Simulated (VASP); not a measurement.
# BSbP2 with vdW-DF2: from relaxation to properties

Wanted: the relaxed cell of BSbP2 and its properties. The steps: rough relaxation of the start cell, relaxing cell and atoms (vdW-DF2), second relaxation, density, ELF and potential (vdW-DF2), bands along the symmetry lines (vdW-DF2), density of states (vdW-DF2), volume scan with vdW-DF2, fit for vdW-DF2 and relaxing the atoms (vdW-DF2), changed input. The cell is invented: it takes the structure of COD entry 9008835, BP (space group 216 there), with some of its atoms replaced by other elements, volume scaled by an estimate. It may not be a known or stable phase. The atoms of the start are displaced at random from the sites of a P-4m2 cell.

Program: VASP 6.6.1. Level of theory: vdW-DF2; plane waves and PAW (Sb, P, B); invented cell. Results are calculated unless marked as measured.

## 1. The structure

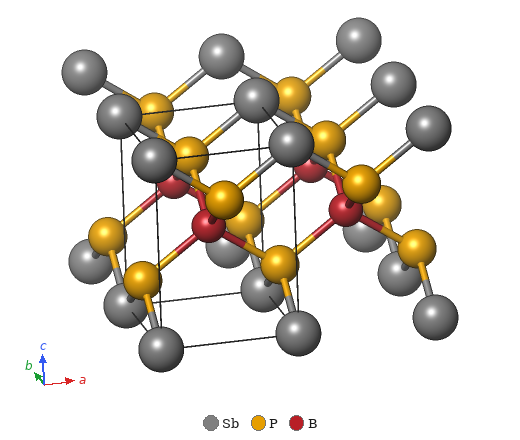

Start, viewed slightly off an axis; antimony grey, phosphorus orange, boron red. 2×2×1 cells are drawn. Some periodic images of atoms are drawn too.

## 2. Rough relaxation of the start cell

The start is only an estimate, so a cheap relaxation brings it near a minimum before any careful run. vdW-DF2 was tuned for molecules and tends to expand solids. LUSE_VDW switches on a nonlocal correlation term for dispersion.

INCAR

```
SYSTEM = BSbP2
PREC = Normal
ENCUT = 420
EDIFF = 1E-05
NELM = 60
ISMEAR = 0
SIGMA = 0.05
LREAL = .FALSE.
ALGO = Fast
GGA = ML
AGGAC = 0
LUSE_VDW = .TRUE.
ZAB_VDW = -1.8867
LASPH = .TRUE.
NBANDS = 15
LORBIT = 11
LWAVE = .FALSE.
LCHARG = .FALSE.
KPAR = 2
IBRION = 2
NSW = 40
ISIF = 3
EDIFFG = -0.04
```

POSCAR

```
BSbP2
1.0
    3.5883910000      0.0000000000      0.0000000000
    0.0000000000      3.5883910000      0.0000000000
    0.0000000000      0.0000000000      5.0747510000
Sb P B
1 2 1
Direct
   -0.0035050000      0.0099390000      0.0003400000
   -0.0017780000      0.4978830000      0.2505730000
    0.4909440000     -0.0046870000      0.7519190000
    0.4931030000      0.5010290000      0.4987400000
```

KPOINTS

```
Automatic mesh
0
Gamma
5 5 3
0 0 0
```

The projector-augmented-wave data sets are Sb, P and B (PBE family, release 64).

Run with:

```
> mpirun -np 2 vasp_std
```

Output:

```text
[banner, memory and clock lines left out]
running    2 mpi-ranks, on    1 nodes
[...]
|                                                                             |
|               ----> ADVICE to this user running VASP <----                  |
|                                                                             |
|     You have switched on vdW-DFT.                                           |
|     This routine was written and supplied by Jiri Klimes. We recommend      |
|     that you carefully read and cite the following publications:            |
|       J. Klimes, D.R. Bowler, A. Michelides                                 |
|          J. Phys.: Cond Matt. 22 022201 (2010)                              |
|       J. Klimes, D.R. Bowler, A. Michelides                                 |
|          Phys. Rev. B. 83, 195131 (2011)                                    |
|     and references therein.                                                 |
|                                                                             |

|                                                                             |
|               ----> ADVICE to this user running VASP <----                  |
|                                                                             |
|     You enforced a specific xc type in the INCAR file but a different       |
|     [... a line on the potential file left out ...]
|     I HOPE YOU KNOW WHAT YOU ARE DOING!                                     |
|                                                                             |

 LDA part: xc-table for (Slater+PW92), standard interpolation
 POSCAR, INCAR and KPOINTS ok, starting setup
[...]
entering main loop
       N       E                     dE             d eps       ncg     rms          rms(c)
DAV:   1     0.693540919779E+02    0.69354E+02   -0.63413E+03  1140   0.835E+02
DAV:   2    -0.416291620014E+01   -0.73517E+02   -0.69760E+02  1531   0.159E+02
DAV:   3    -0.786739438411E+01   -0.37045E+01   -0.36724E+01  1532   0.385E+01
DAV:   4    -0.790701053425E+01   -0.39616E-01   -0.39570E-01  1364   0.474E+00
[...]
RMM:  11    -0.697248513825E+01   -0.89208E-04   -0.77573E-04  1160   0.210E-01    0.430E-02
RMM:  12    -0.697245836501E+01    0.26773E-04   -0.32307E-04  1150   0.113E-01    0.422E-02
RMM:  13    -0.697245769434E+01    0.67068E-06   -0.69989E-05  1074   0.587E-02
   1 F= -.69724577E+01 E0= -.69698498E+01  d E =-.697246E+01
[... from here on, the cycles between the ionic steps are left out ...]
   2 F= -.11046318E+02 E0= -.11043530E+02  d E =-.407386E+01
   4 F= -.12224437E+02 E0= -.12223108E+02  d E =-.485652E+00
   7 F= -.12658834E+02 E0= -.12656765E+02  d E =-.920049E+00
  10 F= -.13016736E+02 E0= -.13014930E+02  d E =-.357903E+00
  13 F= -.13041558E+02 E0= -.13040522E+02  d E =-.382724E+00
  16 F= -.13135437E+02 E0= -.13134886E+02  d E =-.757485E-01
  19 F= -.13345027E+02 E0= -.13342693E+02  d E =-.209590E+00
  22 F= -.13423021E+02 E0= -.13421087E+02  d E =-.664264E-01
  25 F= -.13464738E+02 E0= -.13463527E+02  d E =-.270962E-01
  28 F= -.13524753E+02 E0= -.13523337E+02  d E =-.387968E-01
  31 F= -.13542758E+02 E0= -.13542318E+02  d E =-.132172E-01
  34 F= -.13575331E+02 E0= -.13575283E+02  d E =-.457897E-01
  37 F= -.13617616E+02 E0= -.13617610E+02  d E =-.403604E-02
  39 F= -.13622599E+02 E0= -.13622583E+02  d E =-.147277E-02
  40 F= -.13623085E+02 E0= -.13623072E+02  d E =-.195829E-02
[...]
```

The job ended after 4 min (2 MPI ranks of Intel Xeon 6975P-C (Granite Rapids), shared host; peak memory 0.5 GiB).

Lines that name or quote the potential files are left out of all logs, and their timing lines are given in words.

OUTCAR, selected parts (step 2):

```text
 k-point     1 :       0.0000    0.0000    0.0000
  band No.  band energies     occupation
    ...
      3      -4.2891      2.00000
      4       1.9283      2.00000
      5       2.9335      2.00000
      6       3.0603      2.00000
      7       3.2067      2.00000
      8       6.4069      0.00000
      9       7.6135      0.00000
     10       8.4015      0.00000
     11       8.7573      0.00000
     12       8.8539      0.00000
    ...

Total vdW correction in eV:      2.6543136

  Total       -0.0506187      0.0446415      0.0433421     -0.0008545     -0.0033193     -0.0399127
  in kB       -1.0001965      0.8820899      0.8564153     -0.0168836     -0.0655874     -0.7886511
  external PRESSURE =       0.2461029 kB  Pullay stress =       0.0000000 kB

 POSITION                                       TOTAL-FORCE (eV/Angst)
 -----------------------------------------------------------------------------------
      3.22606      0.11761      0.34548         0.000037     -0.005399      0.024707
      3.22651      1.61813      2.64840         0.033763     -0.020252     -0.017993
      1.60778      3.14581      5.00924         0.006590      0.069514      0.009019
      1.60975      1.56393      3.77467        -0.040390     -0.043863     -0.015732
 -----------------------------------------------------------------------------------
    total drift:                                0.000783      0.000731      0.003814

  FREE ENERGIE OF THE ION-ELECTRON SYSTEM (eV)
  ---------------------------------------------------
  free  energy   TOTEN  =       -13.6230845698 eV

  energy  without entropy=      -13.6230603846  energy(sigma->0) =      -13.62307248

Total vdW correction in eV:      2.6543917

[... 19 further parts left out ...]
[key lines of the parts left out:]
E-fermi :   5.7785
```

CONTCAR:

```
BSbP2
   1.00000000000000
     3.2388898738140983   -0.0001961806739022    0.0011249156982516
     0.0006704511202291    3.2789570259332379    0.1577186578299452
     0.0139037217299566   -0.0835766257483548    7.6309030622168148
  Sb              P               B
     1     2     1
Direct
     0.9958414548822027    0.0370591668359175    0.0443611308482416
     0.9946298791367845    0.5021271567810853    0.3365378683395042
     0.4934661175323945    0.9756394502674076    0.6362035665220100
     0.4948265484486158    0.4893382261155992    0.4844694342902471
```

The relaxation used up its NSW steps before forces and stress met EDIFFG.

The next step goes on from the cell that it reached.

## 3. Relaxing cell and atoms (vdW-DF2)

Properties are meant for the cell that this level of theory prefers, so cell and atoms are relaxed first (ISIF = 3) until forces and stress are small; EDIFFG sets the threshold.

INCAR

```
SYSTEM = BSbP2
PREC = Accurate
ENCUT = 420
EDIFF = 1E-06
NELM = 100
ISMEAR = 0
SIGMA = 0.05
LREAL = .FALSE.
ALGO = Normal
GGA = ML
AGGAC = 0
LUSE_VDW = .TRUE.
ZAB_VDW = -1.8867
LASPH = .TRUE.
NBANDS = 15
LORBIT = 11
LWAVE = .FALSE.
LCHARG = .FALSE.
KPAR = 2
IBRION = 2
NSW = 60
ISIF = 3
EDIFFG = -0.01
```

POSCAR

```
BSbP2
1.0
    3.2388898738     -0.0001961807      0.0011249157
    0.0006704511      3.2789570259      0.1577186578
    0.0139037217     -0.0835766257      7.6309030622
Sb P B
1 2 1
Direct
    0.9958414549      0.0370591668      0.0443611308
    0.9946298791      0.5021271568      0.3365378683
    0.4934661175      0.9756394503      0.6362035665
    0.4948265484      0.4893382261      0.4844694343
```

KPOINTS

```
Automatic mesh
0
Gamma
7 7 3
0 0 0
```

Run with:

```
> mpirun -np 2 vasp_std
```

Output:

```text
[banner, memory and clock lines left out]
running    2 mpi-ranks, on    1 nodes
[...]
[... a notice as in an earlier step ...]

 [... a notice as in an earlier step ...]

 LDA part: xc-table for (Slater+PW92), standard interpolation
 POSCAR, INCAR and KPOINTS ok, starting setup
[...]
entering main loop
       N       E                     dE             d eps       ncg     rms          rms(c)
DAV:   1     0.612414324067E+02    0.61241E+02   -0.61089E+03  2220   0.822E+02
DAV:   2    -0.111406920386E+02   -0.72382E+02   -0.68497E+02  2997   0.150E+02
DAV:   3    -0.152581872450E+02   -0.41175E+01   -0.40733E+01  2906   0.406E+01
DAV:   4    -0.153050441840E+02   -0.46857E-01   -0.46795E-01  2874   0.499E+00
[...]
DAV:  13    -0.137455563145E+02   -0.10473E-05   -0.59191E-06  3186   0.167E-02    0.135E-02
DAV:  14    -0.137455581695E+02   -0.18551E-05   -0.52005E-06  2542   0.205E-02    0.139E-03
DAV:  15    -0.137455582857E+02   -0.11614E-06   -0.26913E-07  1460   0.394E-03
   1 F= -.13745558E+02 E0= -.13744595E+02  d E =-.137456E+02
[... from here on, the cycles between the ionic steps are left out ...]
   2 F= -.13773967E+02 E0= -.13772779E+02  d E =-.284091E-01
   6 F= -.13793998E+02 E0= -.13793732E+02  d E =-.199986E-01
  11 F= -.13821871E+02 E0= -.13820584E+02  d E =-.817912E-02
  16 F= -.13883454E+02 E0= -.13882540E+02  d E =-.271126E-01
  21 F= -.13888719E+02 E0= -.13887781E+02  d E =-.185313E-02
  26 F= -.13891208E+02 E0= -.13890484E+02  d E =-.183349E-02
  31 F= -.13894219E+02 E0= -.13893501E+02  d E =-.777533E-03
  36 F= -.13896194E+02 E0= -.13895515E+02  d E =-.176978E-02
  41 F= -.13908451E+02 E0= -.13907835E+02  d E =-.122572E-01
  46 F= -.13916090E+02 E0= -.13915431E+02  d E =-.600433E-02
  51 F= -.13944182E+02 E0= -.13943220E+02  d E =-.280920E-01
  56 F= -.13953524E+02 E0= -.13952527E+02  d E =-.368675E-03
  59 F= -.13954598E+02 E0= -.13953641E+02  d E =-.697507E-03
  60 F= -.13954619E+02 E0= -.13953667E+02  d E =-.719069E-03
[...]
```

It took 19 min on 2 MPI ranks; peak memory 0.84 GiB.

Parts of OUTCAR (step 3):

```text
 k-point     1 :       0.0000    0.0000    0.0000
  band No.  band energies     occupation
    ...
      4       1.9964      2.00000
      5       2.0218      2.00000
      6       2.7482      2.00000
      7       3.5403      2.00000
      8       4.4517      2.00000
      9       7.2773      0.00000
     10       7.5162      0.00000
     11       8.0063      0.00000
     12       8.6676      0.00000
     13       8.8817      0.00000
    ...

Total vdW correction in eV:      2.7183687

  Total       -0.0595772     -0.0132062      0.0411537      0.0023892     -0.0273799     -0.0380885
  in kB       -1.1495884     -0.2548248      0.7940928      0.0461009     -0.5283173     -0.7349478
  external PRESSURE =      -0.2034401 kB  Pullay stress =       0.0000000 kB

 POSITION                                       TOTAL-FORCE (eV/Angst)
 -----------------------------------------------------------------------------------
      3.20971      0.58272      0.55871         0.002608      0.010669      0.002514
      3.21078      2.07015      2.68313         0.042500      0.013352     -0.000140
      1.59758      3.51105      5.16312         0.013221     -0.001016     -0.004426
      1.60341      1.91780      3.79005        -0.058328     -0.023005      0.002052
 -----------------------------------------------------------------------------------
    total drift:                               -0.000392      0.000608     -0.000592

  FREE ENERGIE OF THE ION-ELECTRON SYSTEM (eV)
  ---------------------------------------------------
  free  energy   TOTEN  =       -13.9546194712 eV

  energy  without entropy=      -13.9527147749  energy(sigma->0) =      -13.95366712

Total vdW correction in eV:      2.7183539

[... 1 part as in an earlier step ...]

[... 18 further parts left out ...]
[key lines of the parts left out:]
E-fermi :   5.1292
```

CONTCAR:

```
BSbP2
   1.00000000000000
     3.2196267441283242   -0.0006164514176910    0.0035698784411575
     0.0008541755946619    3.5162152655066810    0.5094282974019433
     0.0194795653876929    0.6902665691151850    7.4344720022543251
  Sb              P               B
     1     2     1
Direct
     0.9964897603272100    0.1533029790350191    0.0641675654728607
     0.9951486571926351    0.5252282172292098    0.3244358025274105
     0.4921304532196933    0.8740883306584013    0.6343526761918861
     0.4949951291604658    0.4515444730773727    0.4786159557078447
```

The relaxation used up its NSW steps before forces and stress met EDIFFG.

(Part 1 of 5 ends here.)

[Lines on the potential files, build, host, timing and source positions are cut from VASP's logs without a mark.]

[Logs are printed without paths, hosts, clocks, repeated set-up lines and the standing remarks that a program may print on its own settings, such as how far it seeks lower states.]

[Hosts, paths, dates, database ids (printed as entryN), source tags and the programs' standing remarks are cut or masked in the printed files.]

[A measured line is paired with the nearest computed mode of its activity, which favours agreement.]
